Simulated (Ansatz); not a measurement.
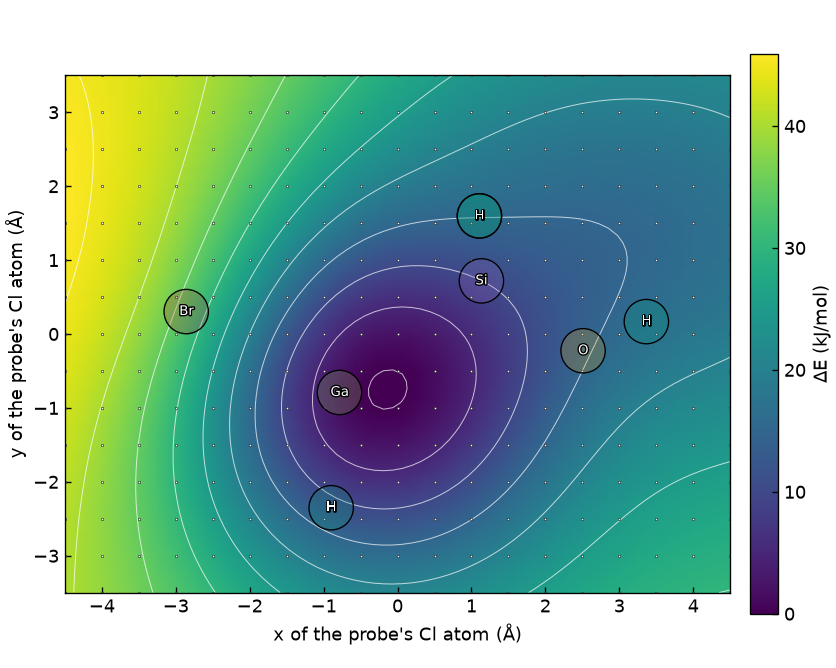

Energy landscape of BrGaH₄OSi (SMILES O[SiH2][GaH][Br]) with the probe Cl-. The probe is moved over a plane parallel to the molecule's main plane, 4.30 Å above it. First axis: x of the probe's Cl atom. Second axis: y of the probe's Cl atom. Nothing is relaxed (molecule and probe rigid). Grid: 19 × 15 points. All energies are given in kJ/mol relative to the lowest grid point. These are results of RHF/def2-SVPD in Ansatz, not measurements.

Drawn: a smooth colour map with a few white contour lines, dots at the grid points, labelled circles for the molecule's atoms, projected on the plane. Between grid points the surface is interpolated. 

### What does the map say about the system?

The lowest grid point is at x of the probe's Cl atom = 0.0 Å, y of the probe's Cl atom = −0.5 Å [nearest 1 H at 3.91 Å]. It is the only kind of minimum in the scanned range. The highest grid point, x of the probe's Cl atom = −4.5 Å, y of the probe's Cl atom = 2.0 Å, lies 45.9 kJ/mol above the lowest. Near the minimum the curvatures are about 0.089 and 0.11 eV/Å² along the soft and the stiff direction.

The whole map (285 points run) took 25 min on 1 thread of AMD EPYC 9R45 (Zen 5), with other jobs on the host.
